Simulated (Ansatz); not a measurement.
## Electronic structure of FGe2H5O in real space

Input

```
crystal:
  periodic: [false, false, false]
  atoms:
    - { symbol: Ge, position_ang: [0.278331, 0.06522, -0.01263] }
    - { symbol: O, position_ang: [0.684578, -0.096046, 1.701347] }
    - { symbol: H, position_ang: [-0.077913, -0.142748, 2.309354] }
    - { symbol: H, position_ang: [1.788997, -0.048461, -0.259141] }
    - { symbol: Ge, position_ang: [-1.058583, 1.968576, -0.759133] }
    - { symbol: H, position_ang: [-2.499872, 1.46572, -0.999703] }
    - { symbol: H, position_ang: [-1.055419, 3.08225, 0.317492] }
    - { symbol: H, position_ang: [-0.470943, 2.532102, -2.077604] }
    - { symbol: F, position_ang: [-0.600477, -1.377813, -0.534684] }
basis:
  gaussian: { orbitals: def2-SVP }
hamiltonian:
  xc: pbe
  dispersion: d4
relax:
  f_tol: 0.03
  max_steps: 50
output:
  orbitals: {}
```

Launched as:

```sh
ansatz run input.yaml --threads 4 --pin off --max-ram 5120MiB --backend cpu --events-out ev --progress --plain --runs-dir out
```

The fields are those of the run's last geometry, not of the input's.

All numbers below come from RKS PBE-D4/def2-SVP (Ansatz).

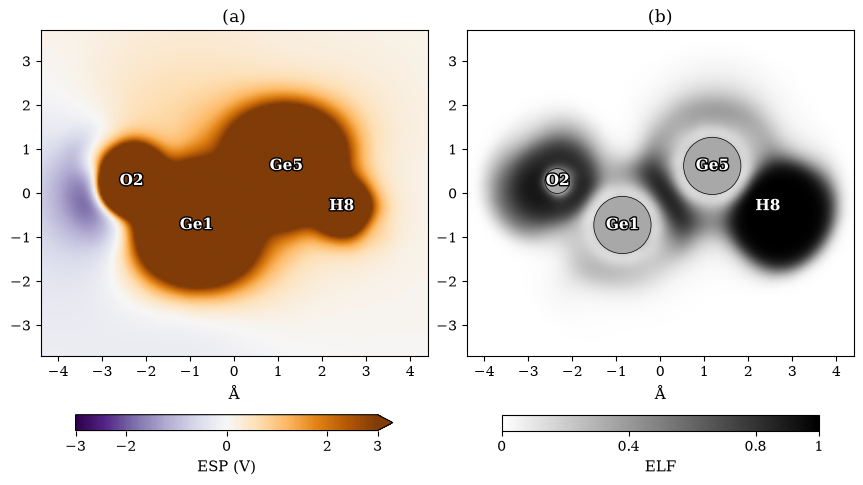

Figure 1. (a) molecular electrostatic potential; (b) ELF on the plane of atoms Ge1, Ge5 and H8. Grey discs cover the atomic cores in the ELF map.

What does the map show?

Atoms in the plane: Ge, O and H.
Ge–O (1.79 Å): the ELF peaks at about 0.85 in the valence shell of O, 0.6 Å from its nucleus, and is about 0.35 at the midpoint.
Ge–Ge (2.44 Å): the ELF peaks at about 0.85 between the atoms: a shared electron pair.
Ge–H (1.55 Å): the ELF climbs to about 1 towards the hydrogen.
The ELF also peaks beside O2, away from the bonds: lone-pair regions.
Outside the dense part of the molecule the potential is most negative (−1.8 V) near O2.

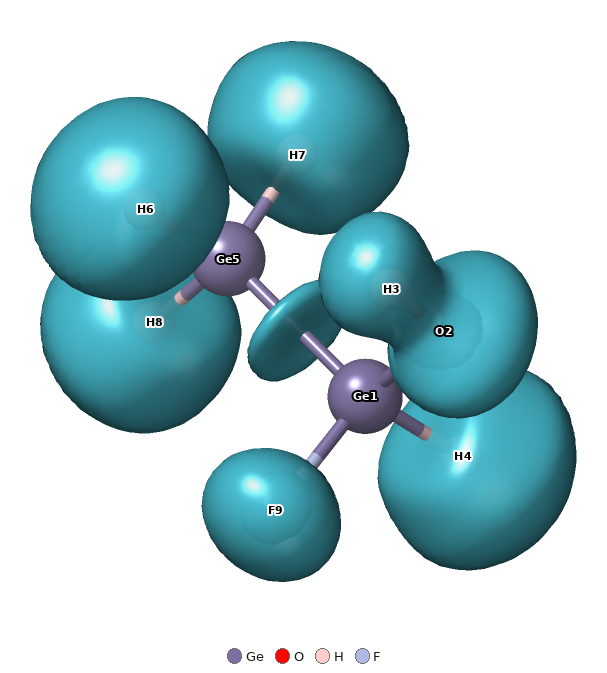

Figure 2. Isosurface of the electron localisation function at 0.75 (cyan), seen at an oblique angle. Only the valence region is drawn (cores and ρ < 0.01 e/Å³ removed).

Where are the electrons localised?

The surface consists of one region between bonded Ge–Ge atoms (shared pairs), four regions around hydrogen nuclei, one region wrapped around F (its valence shell) and one joined region spread over several atoms (H, O), in which their bonds and any lone pairs are merged.


Ge–F (1.77 Å): the ELF peaks at about 0.80 in the valence shell of F, 0.5 Å from its nucleus, and is about 0.25 at the midpoint.

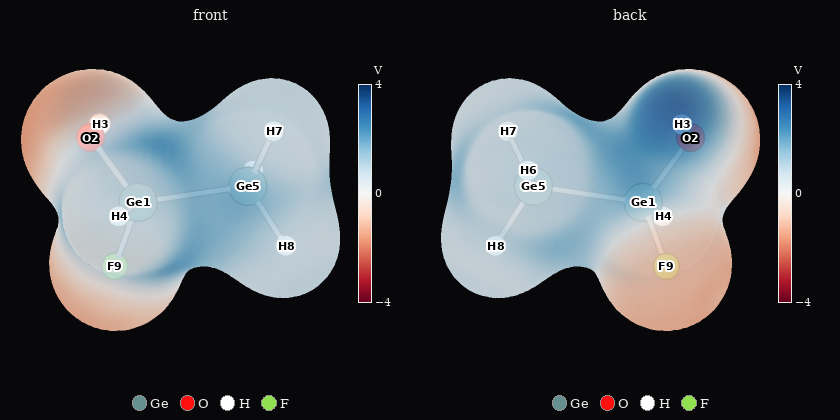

Figure 3. The electrostatic potential painted on the density surface at 0.004 e/bohr³, seen from the front and from behind; the colour scale runs from red (negative) to blue (positive).

Describe the electrostatic potential map.

The most negative region (about −1.6 V, or −37 kcal/mol for a unit charge) lies over O2, the most positive (about +3.2 V, or +74 kcal/mol for a unit charge) over H3. O2 is the likeliest acceptor of a hydrogen bond.
